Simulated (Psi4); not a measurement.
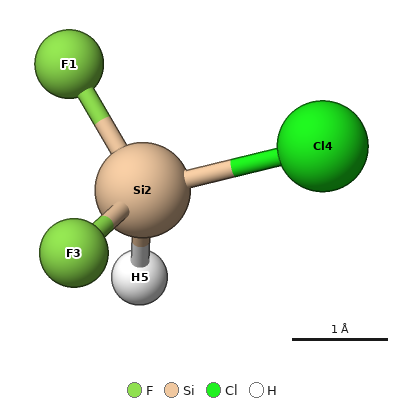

*The input geometry (ball-and-stick view, seen at a tilt; atoms are numbered from 1 in the order of the input).*

Bond lengths as drawn: Cl–Si 2.02 Å, F–Si 1.58 Å and H–Si 1.46 Å.

## Run report: SiHClF2, single-point calculation

System: SiHClF2.
Method: B2PLYP/6-311+G**, RKS (Psi4 1.11).

The geometry comes from this level: PBE0-D4/def2-TZVP.

Input file (clf2hsi.in):
```
memory 1.6 GB

molecule system {
  0 1
  F     -0.339600    -0.621400     1.420100
  Si     0.095900    -0.000200     0.037800
  F     -0.033500     1.566800     0.156500
  Cl    -1.157500    -0.656000    -1.401500
  H      1.484600    -0.363000    -0.254200
  units angstrom
  symmetry c1
}

set {
  puream true
  e_convergence 1e-09
  d_convergence 1e-08
  scf_type pk
  dft_radial_points 99
  dft_spherical_points 590
  num_frozen_docc 12
}

e_tot, wfn = energy('b2plyp/6-311+G**', return_wfn=True)
```

Run on 1 thread of Intel Xeon (Granite Rapids), 12 GiB of memory available, shared host.

Run as:
```bash
psi4 clf2hsi.in clf2hsi.out -n 1
```

What the program printed:
```
Psi4 1.11 release

   => Loading Basis Set <=

    Name: 6-311+G**
    Role: ORBITAL
    Keyword: BASIS

         ---------------------------------------------------------
                                   SCF
                              RKS Reference
                        1 Threads,   1525 MiB Core
         ---------------------------------------------------------

  ==> Geometry <==

    Molecular point group: c1
    Full point group: C1

    Geometry (in Angstrom), charge = 0, multiplicity = 1:

       Center              X                  Y                   Z               Mass
    ------------   -----------------  -----------------  -----------------  -----------------
         F            0.085955391660    -0.568924361587     1.599153971483    18.998403162730
         SI           0.521455391660     0.052275638413     0.216853971483    27.976926534650
         F            0.392055391660     1.619275638413     0.335553971483    18.998403162730
         CL          -0.731944608340    -0.603524361587    -1.222446028517    34.968852682000
         H            1.910155391660    -0.310524361587    -0.075146028517     1.007825032230

  Running in c1 symmetry.

  Rotational constants: A =      0.23504  B =      0.11649  C =      0.08597 [cm^-1]
  Rotational constants: A =   7046.43204  B =   3492.25209  C =   2577.46263 [MHz]
  Nuclear repulsion =  230.926516139271200

  Charge       = 0
  Multiplicity = 1
  Electrons    = 50
  Nalpha       = 25
  Nbeta        = 25

  ==> Algorithm <==

  SCF Algorithm Type is PK.
  DIIS enabled.
  MOM disabled.
  Fractional occupation disabled.
  Guess Type is SAD.
  Energy threshold   = 1.00e-09
  Density threshold  = 1.00e-08
  Integral threshold = 1.00e-12

  ==> Primary Basis <==

  Basis Set: 6-311+G**
    Blend: 6-311+G**
    Number of shells: 52
    Number of basis functions: 110
    Number of Cartesian functions: 114
    Spherical Harmonics?: true
    Max angular momentum: 2

  ==> DFT Potential <==

   => LibXC <=

    Version 7.1.2

   => Composite Functional: B2PLYP <=

    B2PLYP Double Hybrid Exchange-Correlation Functional

    Deriv               =              1
    GGA                 =           TRUE
    Meta                =          FALSE

    Exchange Hybrid     =           TRUE
    MP2 Hybrid          =           TRUE

   => Exchange Functionals <=

    0.4700     XC_GGA_X_B88

   => Exact (HF) Exchange <=

    0.5300               HF

   => Correlation Functionals <=

    0.7300     XC_GGA_C_LYP

   => MP2 Correlation <=

    0.2700       MP2

   => LibXC Density Thresholds  <==

    XC_GGA_C_LYP:  1.00E-14
    XC_GGA_X_B88:  1.00E-15

   => Molecular Quadrature <=

    Radial Scheme          =       TREUTLER
    Pruning Scheme         =           NONE
    Nuclear Scheme         =       TREUTLER

    Blocking Scheme        =         OCTREE
    BS radius alpha        =              1
    Pruning alpha          =              1
    Radial Points          =             99
    Spherical Points       =            590
    Total Points           =         282588
    Total Blocks           =           2127
    Max Points             =            256
    Max Functions          =            103
    Weights Tolerance      =       1.00E-15

  ==> Integral Setup <==

  Using in-core PK algorithm.
   Calculation information:
      Number of atoms:                   5
      Number of AO shells:              52
      Number of primitives:             95
      Number of atomic orbitals:       114
      Number of basis functions:       110

      Integral cutoff                 1.00e-12
      Number of threads:                 1

  Performing in-core PK
  Using 37277130 doubles for integral storage.
  We computed 766155 shell quartets total.
  Whereas there are 950131 unique shell quartets.

  ==> DiskJK: Disk-Based J/K Matrices <==

    J tasked:                  Yes
    K tasked:                  Yes
    wK tasked:                  No
    Memory [MiB]:             1117
    Schwarz Cutoff:          1E-12

  Cached 4.2% of DFT collocation blocks in 0.027 [GiB].

  Minimum eigenvalue in the overlap matrix is 1.4807684628E-03.
  Reciprocal condition number of the overlap matrix is 2.1668255382E-04.
    Using symmetric orthogonalization.

  ==> Pre-Iterations <==

  SCF Guess: Superposition of Atomic Densities via on-the-fly atomic UHF (no occupation information).

   -------------------------
    Irrep   Nso     Nmo
   -------------------------
     A        110     110
   -------------------------
    Total     110     110
   -------------------------

  ==> Iterations <==

                        Total Energy        Delta E     RMS |[F,P]|

   @RKS iter SAD:  -949.15979983160719   -9.49160e+02   0.00000e+00
   @RKS iter   1:  -949.53680175575039   -3.77002e-01   5.02430e-03 ADIIS/DIIS
   @RKS iter   2:  -949.52857993363125    8.22182e-03   5.29957e-03 ADIIS/DIIS
   @RKS iter   3:  -949.62113645096645   -9.25565e-02   4.13305e-04 ADIIS/DIIS
   @RKS iter   4:  -949.62164777372595   -5.11323e-04   6.63556e-05 DIIS
   @RKS iter   5:  -949.62167234356707   -2.45698e-05   2.43618e-05 DIIS
   @RKS iter   6:  -949.62167544273427   -3.09917e-06   2.97506e-06 DIIS
   @RKS iter   7:  -949.62167552764174   -8.49075e-08   9.56518e-07 DIIS
   @RKS iter   8:  -949.62167553524500   -7.60326e-09   1.65353e-07 DIIS
   @RKS iter   9:  -949.62167553551774   -2.72735e-10   2.57950e-08 DIIS
   @RKS iter  10:  -949.62167553552388   -6.13909e-12   3.96255e-09 DIIS
  Energy and wave function converged.

  ==> Post-Iterations <==

   Electrons on quadrature grid:
      Ntotal   =   50.0000011917 ; deviation = 1.192e-06

    Orbital Energies [Eh]
    ---------------------

    Doubly Occupied:

       1A   -102.949515     2A    -67.353781     3A    -25.384430
       4A    -25.384422     5A     -9.946202     6A     -7.586299
       7A     -7.581609     8A     -7.581587     9A     -5.750926
      10A     -4.007661    11A     -4.007031    12A     -4.004105
      13A     -1.409506    14A     -1.389871    15A     -0.980045
      16A     -0.695138    17A     -0.622235    18A     -0.602768
      19A     -0.594510    20A     -0.561368    21A     -0.545849
      22A     -0.527736    23A     -0.462552    24A     -0.422522
      25A     -0.418096

    Virtual:

      26A      0.027157    27A      0.035079    28A      0.036336
      29A      0.039742    30A      0.087634    31A      0.092168
      32A      0.105030    33A      0.108284    34A      0.122853
      35A      0.131146    36A      0.153413    37A      0.174845
      38A      0.250557    39A      0.267928    40A      0.273013
      41A      0.291262    42A      0.314952    43A      0.333903
      44A      0.335650    45A      0.357530    46A      0.369997
      47A      0.395601    48A      0.444314    49A      0.447530
      50A      0.475970    51A      0.516442    52A      0.524268
      53A      0.597524    54A      0.630054    55A      0.659685
      56A      0.777846    57A      0.913072    58A      0.961405
      59A      0.967766    60A      0.983553    61A      1.028264
      62A      1.037920    63A      1.081528    64A      1.274080
      65A      1.276912    66A      1.300175    67A      1.381782
      68A      1.420987    69A      1.438129    70A      1.453939
      71A      1.484129    72A      1.485549    73A      1.522021
      74A      1.627150    75A      1.637024    76A      2.040376
      77A      2.075799    78A      2.126121    79A      2.397342
      80A      2.402691    81A      2.534755    82A      2.724051
      83A      3.916770    84A      3.918246    85A      3.924090
      86A      3.930730    87A      3.933504    88A      3.990023
      89A      3.991223    90A      4.071902    91A      4.248303
      92A      4.422724    93A      5.837856    94A      6.509739
      95A      6.512112    96A      6.551015    97A      6.583748
      98A      6.599647    99A      6.614561   100A      9.956975
     101A     11.640019   102A     11.733513   103A     11.761804
     104A     26.192874   105A     26.196007   106A     26.564962
     107A     67.544250   108A     67.558335   109A    142.181867
     110A    217.104697

    Final Occupation by Irrep:
              A
    DOCC [    25 ]
    NA   [    25 ]
    NB   [    25 ]

  @RKS Final Energy:  -949.62167553552388

   => Energetics <=

    Nuclear Repulsion Energy =            230.9265161392712002
    One-Electron Energy =               -1775.4421737634977490
    Two-Electron Energy =                 628.6152162945176087
    DFT Exchange-Correlation Energy =     -33.7212342058148877
    Empirical Dispersion Energy =           0.0000000000000000
    VV10 Nonlocal Energy =                  0.0000000000000000
    Total Energy =                       -949.6216755355238774

Computation Completed

Properties will be evaluated at   0.000000,   0.000000,   0.000000 [a0]

Properties computed using the SCF density matrix

 Multipole Moments:

 ------------------------------------------------------------------------------------
     Multipole            Electronic (a.u.)      Nuclear  (a.u.)        Total (a.u.)
 ------------------------------------------------------------------------------------

 L = 1.  Multiply by 2.5417464519 to convert [e a0] to [Debye]
 Dipole X            :         -1.5191346            2.0211936            0.5020590
 Dipole Y            :          0.5098323           -0.7283346           -0.2185024
 Dipole Z            :          0.5150922           -0.7717668           -0.2566746
 Magnitude           :                                                    0.6047217

 ------------------------------------------------------------------------------------

	total time  =          8 seconds =       0.13 minutes

   => Loading Basis Set <=

    Name: (6-311+G** AUX)
    Role: RIFIT
    Keyword: DF_BASIS_MP2

	 --------------------------------------------------------
	                          DF-MP2
	      2nd-Order Density-Fitted Moller-Plesset Theory
	              RMP2 Wavefunction,   1 Threads

	 --------------------------------------------------------

   => Auxiliary Basis Set <=

  Basis Set: (6-311+G** AUX)
    Blend: HEAVY-AUG-CC-PVTZ-RI
    Number of shells: 140
    Number of basis functions: 536
    Number of Cartesian functions: 689
    Spherical Harmonics?: true
    Max angular momentum: 4

	 --------------------------------------------------------
	                 NBF =   110, NAUX =   536
	 --------------------------------------------------------
	   CLASS    FOCC     OCC    AOCC    AVIR     VIR    FVIR
	   PAIRS      12      25      13      85      85       0
	 --------------------------------------------------------

	-----------------------------------------------------------
	 ==================> DF-MP2 Energies <====================
	-----------------------------------------------------------
	 Reference Energy          =    -949.6216755355238774 [Eh]
	 Singles Energy            =      -0.0000000000000000 [Eh]
	 Same-Spin Energy          =      -0.2083433457787964 [Eh]
	 Opposite-Spin Energy      =      -0.5672554726310898 [Eh]
	 Correlation Energy        =      -0.7755988184098861 [Eh]
	 Total Energy              =    -950.3972743539337671 [Eh]
	-----------------------------------------------------------
	 ================> DF-SCS-MP2 Energies <==================
	-----------------------------------------------------------
	 SCS Same-Spin Scale       =       0.3333333333333333 [-]
	 SCS Opposite-Spin Scale   =       1.2000000000000000 [-]
	 SCS Same-Spin Energy      =      -0.0694477819262655 [Eh]
	 SCS Opposite-Spin Energy  =      -0.6807065671573077 [Eh]
	 SCS Correlation Energy    =      -0.7501543490835731 [Eh]
	 SCS Total Energy          =    -950.3718298846074504 [Eh]
	-----------------------------------------------------------

    B2PLYP Energy Summary
    ---------------------
    DFT Reference Energy                  =  -949.6216755355238774
    Scaled MP2 Correlation                =    -0.2094116809706693
    @Final double-hybrid DFT total energy =  -949.8310872164945522

	total time  =          0 seconds =       0.00 minutes

    Psi4 run time: 0:00:08.35
```

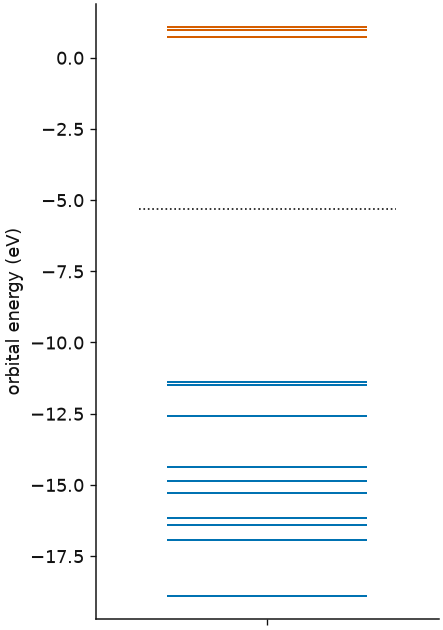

*Orbital energies near the frontier; the dotted line parts filled from empty levels, and levels within 0.02 eV of each other stand side by side.*

Highest filled −11.38 eV, lowest empty 0.74 eV, 12.12 eV apart.

Summary:

| quantity | value |
| --- | --- |
| outcome | converged |
| total energy | −949.831087 hartree |
| SCF energy | −949.621676 hartree |
| basis functions | 110 |
| HOMO | −11.38 eV |
| LUMO | 0.74 eV |
| wall time | 9.3 s |
| peak memory | 0.53 GiB |
